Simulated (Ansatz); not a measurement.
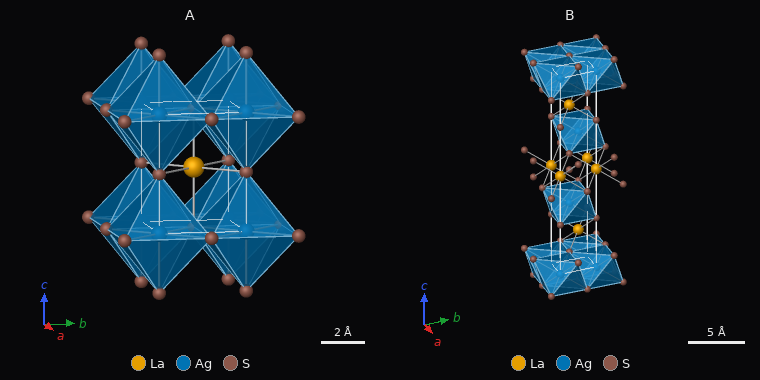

Two structures of LaAgS2, each relaxed to rest (conventional cells in solid outline, small ones repeated, not to one scale). Method: DFT, HSE06, plane waves, PAW in Ansatz 0.2.0, without spin polarisation.

What are the two structures?

A: 4 atoms a cell on a primitive tetragonal lattice, P4/mmm. B: α-NaFeO₂ type, R-3m.

What is the energy order of the two?

B is lower, by 58 meV/atom at this level of theory (energies at zero smearing). Volumes: A 24.0, B 23.5 Å³/atom.

One or both may be structure types tried for this composition rather than known phases.
